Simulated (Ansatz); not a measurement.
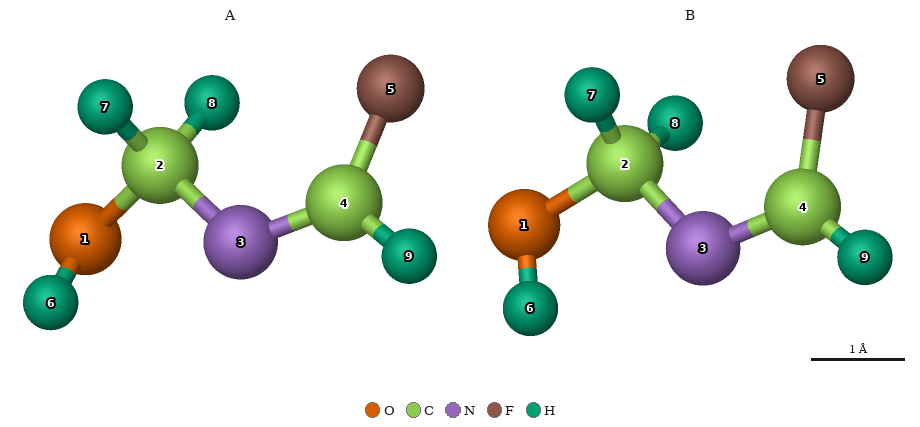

Two geometries of C$_{2}$H$_{4}$FNO, drawn at one scale. One is the start of a relaxation, the other its converged end. A ball-and-stick model, seen at a tilt.

Theory: Ansatz 0.2.0, RKS PBE/cc-pVDZ. (no spin polarisation; force threshold 0.015 eV/Å; at most 40 steps)

Which geometry has the lower energy?

Structure A is the relaxed one. The run prepares an end point of a later path (torsion) calculation, from a guessed geometry. The largest move after the best rigid fit is that of F5, 0.38 Å. Largest moves by element: F 0.38 Å, O 0.36 Å, H 0.32 Å, N 0.14 Å, C 0.06 Å. Near-neighbour distances that change, for instance: C4–H9 1.019 → 1.104 Å, C2–H7 1.071 → 1.120 Å, C2–H8 1.070 → 1.111 Å, C4–F5 1.410 → 1.370 Å. Among the angles between lasting bonds that change: N3–C4–F5 115.3° → 124.9°, F5–C4–H9 119.1° → 111.0°, H7–C2–H8 111.4° → 107.7°. Groups turn about O1–C2 by about 45°, C2–N3 by about 25°. After 14 accepted moves (18 points after the start) the energy has fallen by 0.448 eV. Largest force component: 4.6 eV/Å at the start, 0.0041 eV/Å at the end. The line search rejected the trial steps at points 7, 9, 15, 17 of the run. The forces were under the threshold at step 16, but the run went on from there. Cost: 57 s on 1 thread of Arm Neoverse V1, on a shared host, peak memory 0.14 GiB.
